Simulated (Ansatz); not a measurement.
The reference is MoS₂ in the 3R-MoS2 type structure (space group R3m, No. 160; a = 3.153 Å, c = 17.994 Å (hexagonal axes); layered, stacked along the Cartesian z axis).

It is then changed as follows: cell and atoms relaxed at a pressure of 3 GPa.

Calculations: PBE-D3(BJ), PAW, 420 eV (Ansatz, an electronic-structure program; no SOC), earlier PAW set.

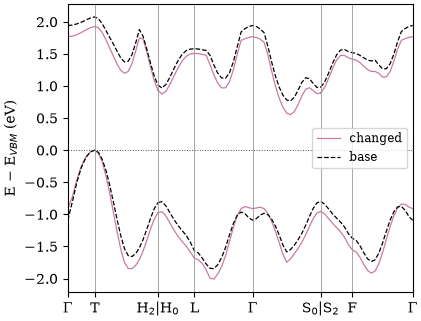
*Highest valence and lowest conduction band along the path, each from its own valence-band maximum*

Read the changed gap and its character from the plot.

About 0.55 eV, indirect, T → Γ–S₀ (56 % along).

Load acts through the strain it causes; cell and atoms are relaxed under it. Gaps are Kohn–Sham eigenvalue differences; semilocal functionals usually give less than the measured gap. Stability against distortions was not tested.
